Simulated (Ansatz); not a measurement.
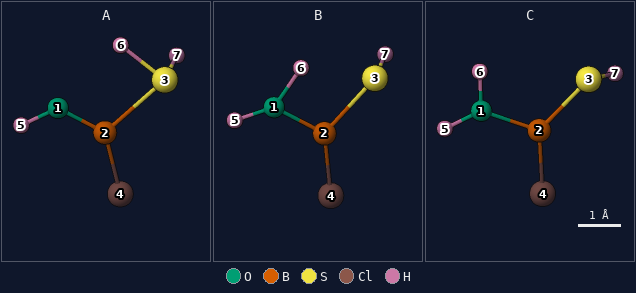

3 geometries from a converged minimum-energy path of BH₃SOCl (charge +1), shuffled. A ball-and-stick model, seen at a tilt.

All numbers below come from RKS BLYP/def2-SVP in Ansatz. Settings: 7 movable images; climbing image; force threshold 0.03 eV/Å; iteration limit 60; starting path through a guess of the saddle point.

Q: Which frame is the transition state?

A: B. In order along the path, whose images run from 0 to 8: C (image 2, +6.9 kcal/mol), B (image 4, +20.9 kcal/mol), A (image 6, −6.1 kcal/mol). A hydrogen atom shifts from one atom to another. Breaking: O1–H6 (0.99 → 1.21 at the top → 2.78 Å). Forming: S3–H6 (2.92 → 1.79 at the top → 1.37 Å).

Cost: 2.7 min on 1 thread of Arm Neoverse V2, with other jobs on the host, peak memory 0.14 GiB.
